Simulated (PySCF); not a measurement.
## A study: F$_{2}$Si, SMILES `F[Si]F`

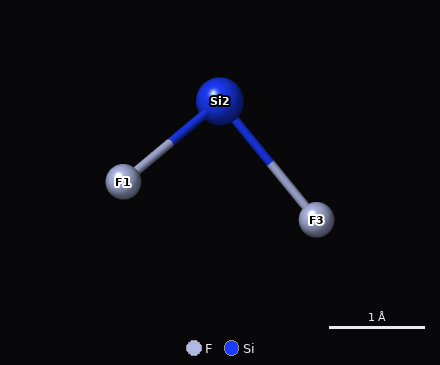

The molecule, with its atoms numbered as below. No frequency check shows the geometry to be a minimum.

Cartesian coordinates (Å):

```
F1       1.1683    0.4888    0.0000
Si2      0.0001   -0.6283    0.0000
F3      -1.1685    0.4886    0.0000
```

## 1. Bonding charge

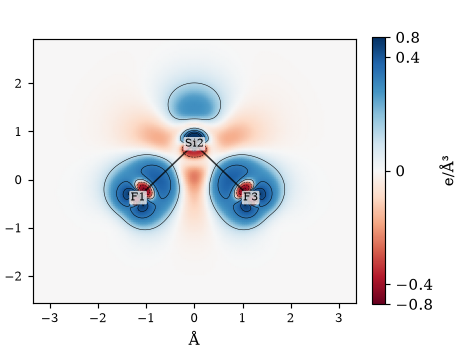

Deformation density (molecule less spherical, spin-averaged free atoms) in the molecular plane; colour scale in e/Å³, logarithmic beyond ±0.1; blue: gain, red: loss.

Computed with PySCF, PBE/def2-TZVP, geometry: GFN2-xTB.

Describe the bonding that the map shows.

Answer. F1–Si2 and Si2–F3: +0.08 e/Å³ at the bond critical point (bond length 1.62 Å, Mayer order 1.2); up to 0.6 Å beside the axis the gain reaches +0.34 e/Å³. In all, 0.7 electrons gather in the regions of gain relative to the promolecule. A small or negative value marks a very polar bond, one between electron-rich atoms, whose free-atom densities already overlap strongly, a long bond to a heavier atom, or a closed-shell contact such as a hydrogen bond.

Where do the Hirshfeld charges lie?

Answer. The highest Hirshfeld charge is on Si2 (+0.39 e), the lowest on F1 and F3 (−0.19 e).

## 2. Bond critical points

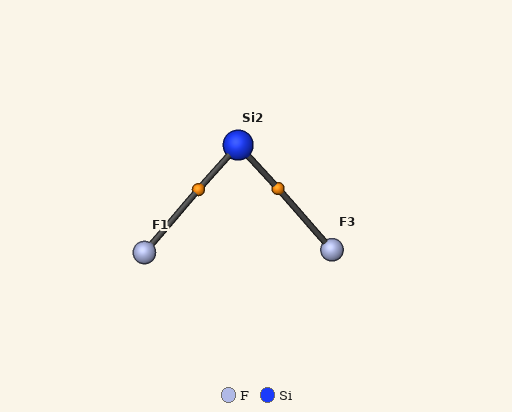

Molecular graph of the electron density (QTAIM): bond paths, bond critical points (orange), ring points (yellow, if any); weak paths are dashed.

How many critical points of each kind are there, and does the count close?

Answer. 3 nuclei, 2 bond, 0 ring and 0 cage critical points: 3 − 2 + 0 − 0 = 1, as the Poincaré–Hopf relation requires.

Tabulate density, Laplacian, ellipticity and energy density at the bond critical points (atomic units).

Answer.
| bond | length (Å) | ρ (a.u.) | ∇²ρ (a.u.) | ε | H (a.u.) |
| --- | --- | --- | --- | --- | --- |
| F1–Si2 (2 alike) | 1.616 | 0.134 | +0.89 | 0.02 | −0.043 |

What kind of interaction is F1–Si2?

Answer. Polar or intermediate (positive Laplacian, negative energy density H): ρ = 0.134, ∇²ρ = +0.89, H = −0.043 a.u.

## 3. Local ionisation energy

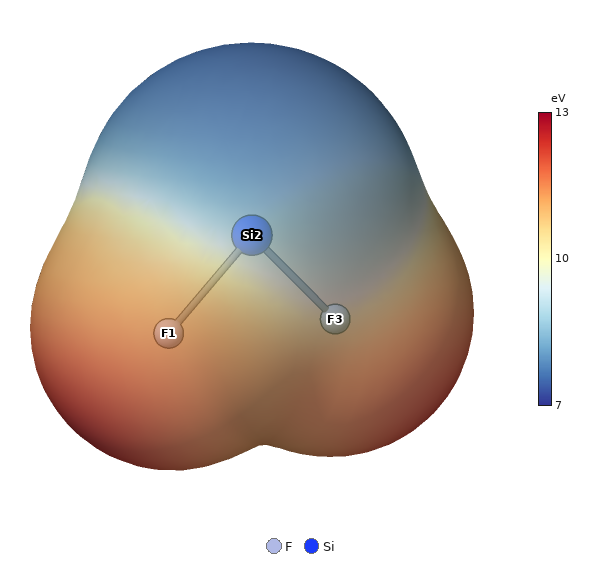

Average local ionisation energy on the surface of electron density 0.001 a.u.

Where are the most loosely bound electrons on this surface?

Answer. The lowest value is 7.6 eV, 2.3 Å from Si2. For comparison, the highest occupied orbital lies at −7.3 eV.

What volume does the surface enclose, and what is the dipole moment?

Answer. About 62 Å³; the dipole moment is 1.4 D.

## 4. Excited states

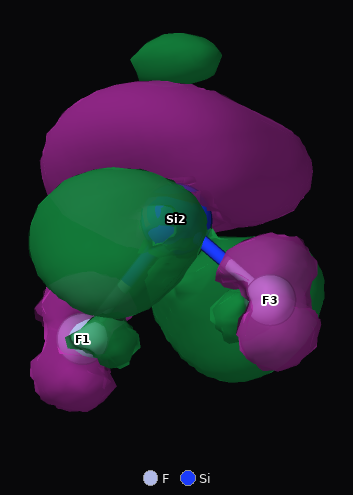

Unrelaxed difference density of T₃ less the ground state (full linear response triplet states), ±0.02 e/Å³; green: gain, purple: loss.

Level of theory: M06-2X/def2-TZVP (PySCF), at a geometry from GFN2-xTB. Without diffuse functions Rydberg states are missing, so the states' numbers hold for this basis only.

How does the charge move on excitation?

Answer. 0.56 e is displaced in all, mostly between regions of the same atoms. The state: 7.50 eV (165 nm), spin-forbidden from the singlet ground state, partly diffuse acceptor orbital, which a basis without diffuse functions describes poorly; the leading pair carries 98 %; hole on Si2 (82 %) and F1 and F3 (9 % each), electron on Si2 (81 %) and F1 and F3 (10 % each) (atom shares of so diffuse an orbital are rough); their centroids lie 0.3 Å apart.

## 5. Removing or adding an electron

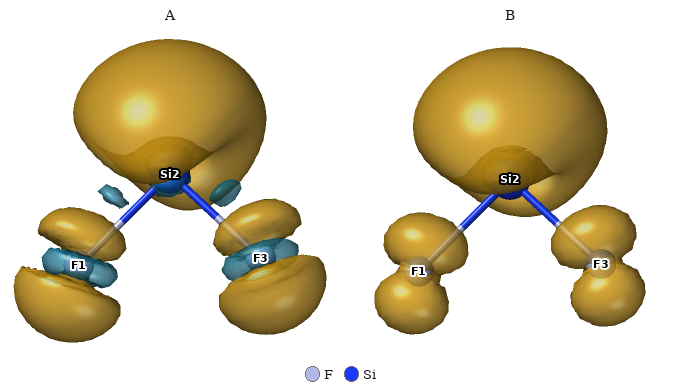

The Fukui function f⁻ from two separate SCF calculations and the density of the HOMO, at ±0.03 e/Å³ (yellow positive, teal negative).

Level of theory: ωB97X/def2-SVP (PySCF), at a geometry from GFN2-xTB.

Which panel is which, and how good is the frozen-orbital picture?

Answer. A is f⁻ (it has negative regions), B the HOMO density. The HOMO lies on Si2 (77 %) and F1 and F3 (11 % each); f⁻ (Hirshfeld-condensed) is largest on Si2 (0.70); the vertical ionisation energy is 11.32 eV. Relaxation shifts 7 % of the electron between atoms. The orbital energy is −10.82 eV.

## 6. Localised orbitals

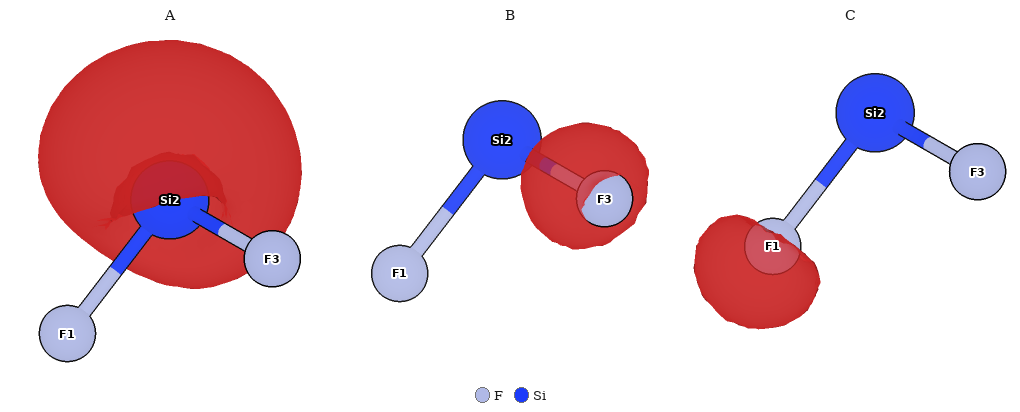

Intrinsic bond orbitals (IBO), occupied; each surface holds about 70 % of the orbital's density. Energies are diagonal elements of the Fock matrix.

Method: CAM-B3LYP/cc-pVTZ; geometry: GFN2-xTB; program: PySCF.

What does each orbital represent in a Lewis picture?

Answer. By panel:
- A: lone pair on Si2 (s-type) (Si2 100 %; −11.9 eV)
- B: pair mostly on F3, shared in part with Si2 (F3 85 %, Si2 15 %; −28.0 eV)
- C: lone pair on F1 (sp1.1-type) (F1 100 %; −22.0 eV)
